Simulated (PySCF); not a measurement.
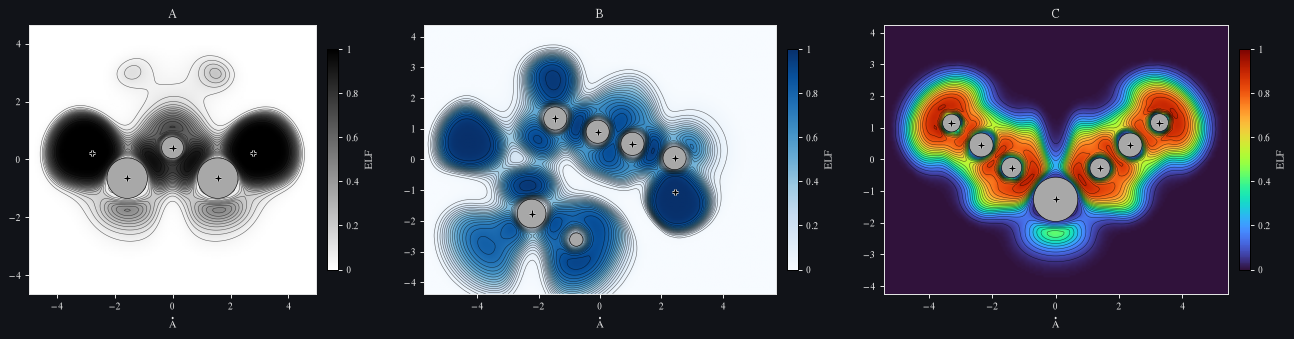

The electron localisation function of 3 systems, each on a plane through atoms (crosses mark nuclei in the plane; grey discs cover the cores).

The calculation used PySCF, PBE0/pcSseg-1, SCF density, gas phase, non-relativistic.

System 1: CH₁₀Si₃ (HC(SiH3)3), the plane of atoms C1, Si2 and H7. Geometry: PBE0-D3(BJ)/def2-SVP.

```xyz
14

C     0.2705   -0.1992    0.3598
Si    0.5484    1.6660    0.4180
Si   -1.5220   -0.6578    0.7292
Si    0.8731   -0.9494   -1.2626
H     0.8860   -0.6404    1.1669
H     0.1237    2.2203    1.7405
H     1.9934    1.9872    0.2049
H    -0.2510    2.3315   -0.6559
H    -2.4188   -0.0923   -0.3251
H    -1.6914   -2.1436    0.7474
H    -1.9417   -0.1093    2.0557
H     2.3190   -0.6363   -1.4811
H     0.7030   -2.4352   -1.2512
H     0.0884   -0.3853   -2.4034
```

System 2: C₂H₂N₂O₂Si (Si(NCO)2H2), the plane of atoms N2, Si1 and N5. Geometry: PBE0-D3(BJ)/def2-SVP.

```xyz
9

Si   -0.7908   -0.0035   -0.5125
N    -0.7099   -0.0293    1.1977
C    -0.6010   -0.0094    2.3904
O    -0.5020    0.0058    3.5517
N     0.7989    0.0127   -1.1484
C     1.9167   -0.0137   -1.5781
O     3.0033   -0.0340   -1.9994
H    -1.4947    1.2288   -0.9462
H    -1.4878   -1.2269   -0.9809
```

System 3: C₄H₇BCl₂Si, the plane of atoms C2, C1 and H9. Geometry: GFN2-xTB.

```yaml
atoms:
  - { symbol: C, position_ang: [-2.5542, 1.0662, 1.1802] }
  - { symbol: C, position_ang: [-1.5802, 0.5789, 0.2261] }
  - { symbol: C, position_ang: [-0.7798, 0.1783, -0.5718] }
  - { symbol: C, position_ang: [0.2165, -0.3123, -1.4963] }
  - { symbol: Si, position_ang: [1.6152, -1.2532, -0.5675] }
  - { symbol: B, position_ang: [2.2901, -0.1145, 0.9200] }
  - { symbol: Cl, position_ang: [1.3539, 0.1367, 2.3410] }
  - { symbol: Cl, position_ang: [3.8052, 0.7039, 0.8442] }
  - { symbol: H, position_ang: [-2.0690, 1.2622, 2.1366] }
  - { symbol: H, position_ang: [-3.3375, 0.3226, 1.3274] }
  - { symbol: H, position_ang: [-3.0085, 1.9894, 0.8198] }
  - { symbol: H, position_ang: [-0.2583, -0.9760, -2.2208] }
  - { symbol: H, position_ang: [0.6354, 0.5303, -2.0521] }
  - { symbol: H, position_ang: [2.6312, -1.5834, -1.5779] }
  - { symbol: H, position_ang: [1.0356, -2.5210, -0.1005] }
```

Question: Which map belongs to which system?

Answer: Panel A is system 1, CH₁₀Si₃: the plane holds C, Si and H. C–Si (1.89 Å): the ELF peaks at about 0.95 between the atoms: a shared electron pair. Panel B is system 3, C₄H₇BCl₂Si: the plane holds C, B and H. C–C (1.20 Å): the ELF peaks at about 0.80 between the atoms (a short, multiple covalent bond). Panel C is system 2, C₂H₂N₂O₂Si: the plane holds Si, N, C and O. C–O (1.17 Å): the ELF peaks at about 0.85 between the atoms: a multiple bond.
